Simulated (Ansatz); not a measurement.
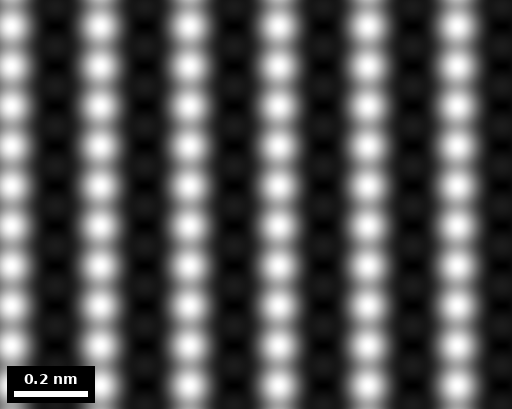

Dark-field STEM-like image of RhC2 (Fm-3m, No. 225). Simulated incoherent Z contrast: every atom adds Z^1.7 spread by a probe of 0.77 Å full width; channelling and multiple scattering are left out. The probe carries 25 % of its weight in a tail 2.5 times as wide. The display is stretched by a gamma of 0.65; percentages refer to the linear signal. Structure used: a calculation's starting geometry; the starting structure was generated, so it need not be a known form of this composition.

```xyz
12
Lattice="4.8825 0.0000 0.0000 0.0000 4.8825 0.0000 0.0000 0.0000 4.8825" Properties=species:S:1:pos:R:3 pbc="T T T"
Rh    0.0000    0.0000    0.0000
C     1.2206    3.6619    3.6619
C     1.2206    1.2206    3.6619
Rh    0.0000    2.4412    2.4412
C     1.2206    1.2206    1.2206
C     1.2206    3.6619    1.2206
Rh    2.4412    0.0000    2.4412
C     3.6619    3.6619    1.2206
C     3.6619    1.2206    1.2206
Rh    2.4412    2.4412    0.0000
C     3.6619    1.2206    3.6619
C     3.6619    3.6619    3.6619
```

Along which zone axis is the crystal seen: [211], [110], [210] or [111]? (Directions equivalent by symmetry count as one.)

[210]. The projected cells are 1.73 × 2.82 Å, 90° for [211]; 2.99 × 2.99 Å, 109° for [110]; 1.09 × 2.44 Å, 90° for [210]; 1.99 × 1.99 Å, 120° for [111], and the image repeats as the [210] one does.
